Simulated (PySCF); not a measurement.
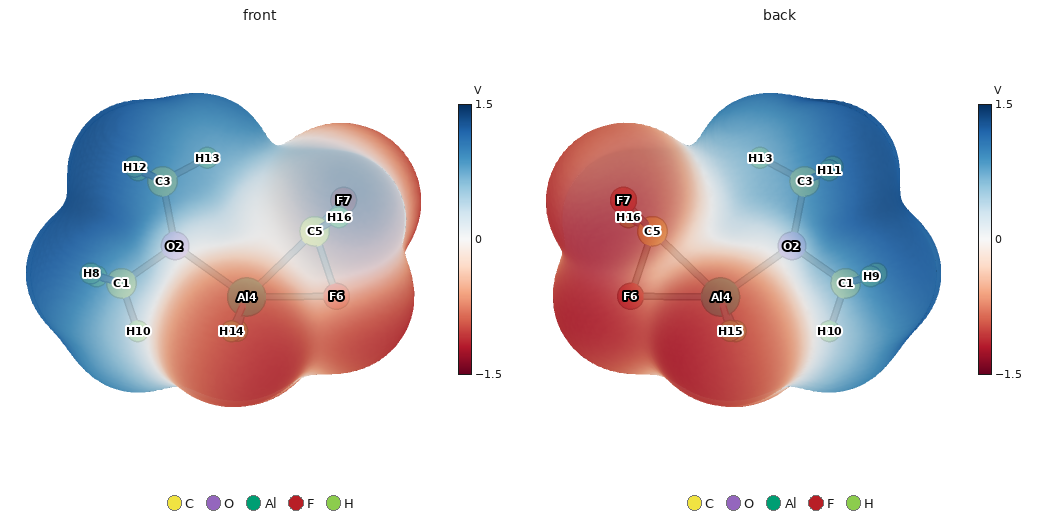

Figure. C3H9AlF2O. The molecular electrostatic potential painted on the density surface at 0.001 e/bohr³, seen from the front and from behind; the colour scale runs from red (negative) to blue (positive).

Geometry: GFN2-xTB.

Method: PBE0/pcSseg-1, SCF density, gas phase, non-relativistic (PySCF 2.14.0).

```json
{"atom": "C", "x (Å)": "-1.4832", "y (Å)": "0.5591", "z (Å)": "-1.1952"}
{"atom": "O", "x (Å)": "-0.6610", "y (Å)": "-0.0247", "z (Å)": "-0.2094"}
{"atom": "C", "x (Å)": "-1.3453", "y (Å)": "-0.9190", "z (Å)": "0.6455"}
{"atom": "Al", "x (Å)": "1.0980", "y (Å)": "0.6665", "z (Å)": "-0.3595"}
{"atom": "C", "x (Å)": "2.0682", "y (Å)": "-0.4550", "z (Å)": "1.0531"}
{"atom": "F", "x (Å)": "2.8673", "y (Å)": "0.6274", "z (Å)": "0.4222"}
{"atom": "F", "x (Å)": "2.1424", "y (Å)": "-0.1682", "z (Å)": "2.3819"}
{"atom": "H", "x (Å)": "-1.9056", "y (Å)": "-0.2066", "z (Å)": "-1.8503"}
{"atom": "H", "x (Å)": "-2.2867", "y (Å)": "1.1410", "z (Å)": "-0.7374"}
{"atom": "H", "x (Å)": "-0.8371", "y (Å)": "1.2199", "z (Å)": "-1.7727"}
{"atom": "H", "x (Å)": "-2.1640", "y (Å)": "-0.4075", "z (Å)": "1.1587"}
{"atom": "H", "x (Å)": "-1.7427", "y (Å)": "-1.7646", "z (Å)": "0.0775"}
{"atom": "H", "x (Å)": "-0.6194", "y (Å)": "-1.2733", "z (Å)": "1.3758"}
{"atom": "H", "x (Å)": "1.4071", "y (Å)": "0.1880", "z (Å)": "-1.8143"}
{"atom": "H", "x (Å)": "0.7393", "y (Å)": "2.1603", "z (Å)": "-0.0868"}
{"atom": "H", "x (Å)": "2.7149", "y (Å)": "-1.3343", "z (Å)": "0.8995"}
```

Where is the surface potential most negative and most positive?

The most negative region (about −1.2 V, or −28 kcal/mol for a unit charge) lies over F6, F7 and H15, the most positive (about +1.3 V, or +30 kcal/mol for a unit charge) over the C and H atoms.
